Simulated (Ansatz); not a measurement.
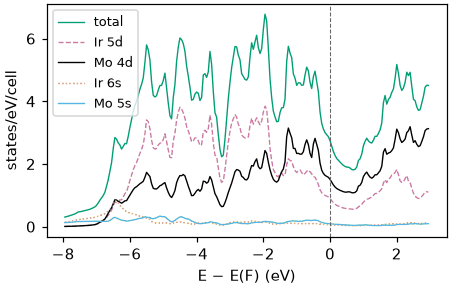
Figure: Total and projected density of states of MoIr in space group Pmma (No. 51; Ir on 2f, Mo on 2e), PBEsol (plane waves, PAW; program Ansatz)

**Question.** Which orbitals carry the states next to the Fermi level?

**Answer.** Within 0.5 eV of the Fermi level: Mo 4d 56 %, Ir 5d 32 %, outside the projected shells 6 %. Projections are on Löwdin-orthogonalised atomic valence shells; empty p or d shells of many metals are not among them.

**Question.** Where is the tallest occupied peak in this window, and what makes it?

**Answer.** Near -1.9 eV, about 6.8 states/eV per cell; the largest projected share is Ir 5d.

The workflow started from an entry of the Crystallography Open Database (COD). Whether it is the stable phase at ambient conditions was not checked. Symmetry was held in the PBEsol relaxation; whether a distortion lowers the energy is not shown. The run is not spin-polarised. Scalar-relativistic: spin–orbit coupling is off unless named, which matters more the heavier the elements.

Potentials: the later of the program's two PAW sets.
